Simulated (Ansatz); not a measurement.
# AlF3H2Si: how energies converge with the basis set

How large a basis does AlF3H2Si need? Two functionals are run in growing sets.

The runs use Ansatz 0.2.0, Gaussian basis; one geometry, several basis sets.

The runs, in order: PBE0-D4/def2-SVP; ωB97M-V/def2-SVP; PBE0-D4/def2-QZVPP; ωB97M-V/def2-QZVPP; the functionals' def2-TZVPP values are taken from earlier runs.

## Step 1: The relaxed structure

All runs share one geometry, relaxed beforehand with PBE0-D4 in a triple-zeta def2 set.

SMILES `F[Si](F)(F)[AlH2]`, 7 atoms, charge 0, spin multiplicity 1.

Atoms are counted from 1 here; the program's logs count them from 0.

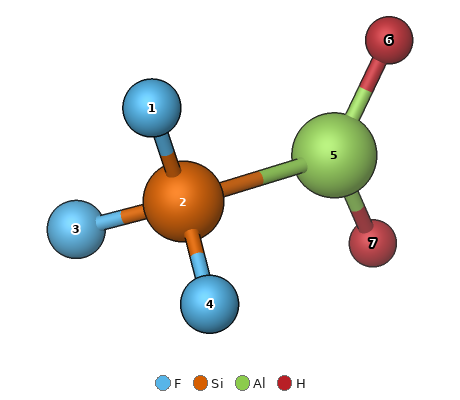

The structure; fluorine blue, silicon orange, aluminium green, hydrogen red; atoms are numbered from 1 in the order of the file.

## Step 2: PBE0-D4 in def2-SVP

Contents of in.yaml:

```yaml
crystal:
  periodic: [false, false, false]
  atoms:
    - {symbol: F, position_ang: [0.581583, -0.848635, 1.954292]}
    - {symbol: Si, position_ang: [0.480824, -0.822443, 0.370206]}
    - {symbol: F, position_ang: [-0.248779, -2.172429, -0.043452]}
    - {symbol: F, position_ang: [1.972902, -0.939812, -0.164322]}
    - {symbol: Al, position_ang: [-0.671255, 1.163893, -0.528128]}
    - {symbol: H, position_ang: [-1.237482, 2.257781, 0.463441]}
    - {symbol: H, position_ang: [-0.816592, 1.293647, -2.097735]}
basis:
  gaussian: {orbitals: def2-SVP}
hamiltonian: {xc: pbe0, dispersion: d4}
output: {orbitals: {seedname: orbitals}}
```

On the command line:

```console
> ansatz run in.yaml --threads 2 --pin off --events-out ev --progress --plain --max-ram 4352MiB
```

After this run come: ωB97M-V in def2-SVP; PBE0-D4 in def2-QZVPP; ωB97M-V in def2-QZVPP.

**Question.** What will the summary of the whole plan be? Wanted: PBE0-D4: double and triple zeta above quadruple; ωB97M-V: double and triple zeta above quadruple.

The runs gave:

| quantity | value |
| --- | --- |
| PBE0-D4: double and triple zeta above quadruple | 16.90, 0.95 eV |
| ωB97M-V: double and triple zeta above quadruple | 17.01, 0.90 eV |

In words: PBE0-D4 gains 15.94 eV from double to triple zeta, then 0.95 eV more. These are total energies; as a rule much of such shifts cancels in differences, which this series doesn't test.
